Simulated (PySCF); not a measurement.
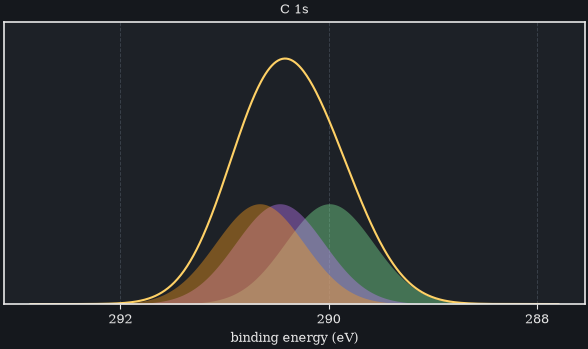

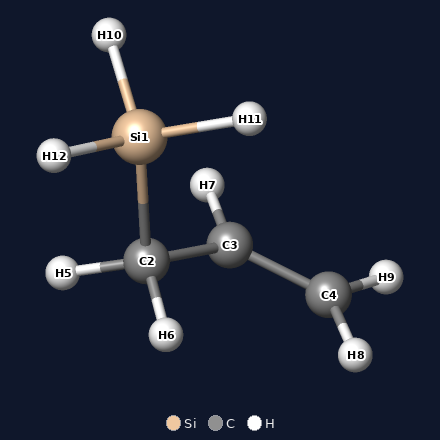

Simulated XPS of C₃H₈Si. Vertical core-electron binding energies by ΔSCF (SCAN, pcX-2 on the ionised atom, pcseg-1 elsewhere, spin-free X2C; PySCF 2.14.0, at a PBE0-D3(BJ)/def2-SVP geometry (no frequency check)), gas phase, against the vacuum level. One atom of each kind was ionised; within a panel, areas follow the number of like atoms, Gaussians of 1.0 eV full width. Only the regions named are shown. Lines closer than the width merge in the curve.

**Which atoms give which peak?**

```
level  atoms  binding energy (eV)
 C 1s     C3                290.7
 C 1s     C2                290.5
 C 1s     C4                290.0
```

**How large is the chemical shift across the C 1s region?**

0.7 eV, from C4 at 290.0 eV to C3 at 290.7 eV.

Note: one conformer of a flexible molecule.
